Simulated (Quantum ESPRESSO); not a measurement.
# Gap and tunnelling decay at a withheld lattice constant: SrTiO3, cubic perovskite type

**Set-up.** Quantum ESPRESSO 7.5 (pw.x, pwcond.x with ikind = 0), PBE, GBRV ultrasoft, cubic crystals. κ is the slowest decay along [001] at mid-gap among three points across the current.

```
a (Å)  gap on the mesh (eV)  κ (1/Å)
3.822                 2.007    0.250
3.881                 1.922    0.248
3.940                 1.835    0.245
3.999                 1.747    0.243
```

To predict: What are gap and κ at a = 4.058 Å?

By hand: A line through the rows at 3.940 and 3.999 Å gives a gap of 1.835 + 2.000 × (1.747 − 1.835) = 1.66 eV and κ = 0.241 1/Å. The two-band model κ = 0.5123 √(m* E_g/4) needs m* = 0.499 at 3.940 Å; with that mass and the new gap, κ = 0.233 1/Å.

**The withheld run.** The gap is 1.658 eV and κ = 0.239 1/Å. The line misses the gap by +0.001 eV and κ by +0.8 %; the two-band estimate misses κ by −2.5 %.

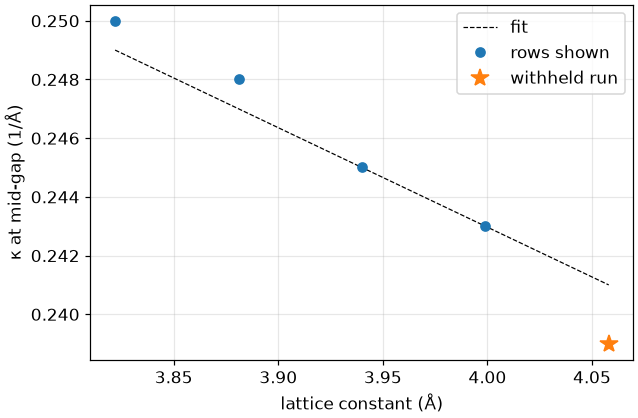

The rows shown, the fit and the withheld run.

**Limits.** The structure type is imposed. Local and semilocal gaps and decay constants are too small; no spin-orbit coupling. For an indirect gap m* is a fitting number alone.

[Logs are printed without paths, hosts, clocks, repeated set-up lines and the standing remarks that a program may print on its own settings, such as how far it seeks lower states.]
